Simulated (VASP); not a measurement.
Band structure of CeO₂ (fluorite). All values below come from optB88-vdW, VASP's PBE PAW potentials (set 64) (plane waves; VASP).

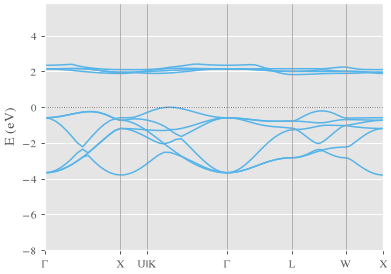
Bands along high-symmetry lines, zero at the valence-band maximum or, without a gap, the Fermi level

### Question
Read the plot: is there a gap, and where are the band edges?

### Answer
The gap is indirect, 1.82 eV, from the valence maximum at K-Γ at 0.29 to the conduction minimum at L. (Edges off the drawn lines would not show.)

The compound is CeO2 in the fluorite structure. It was relaxed first. The run is not spin-polarised, so no magnetic state was tried.
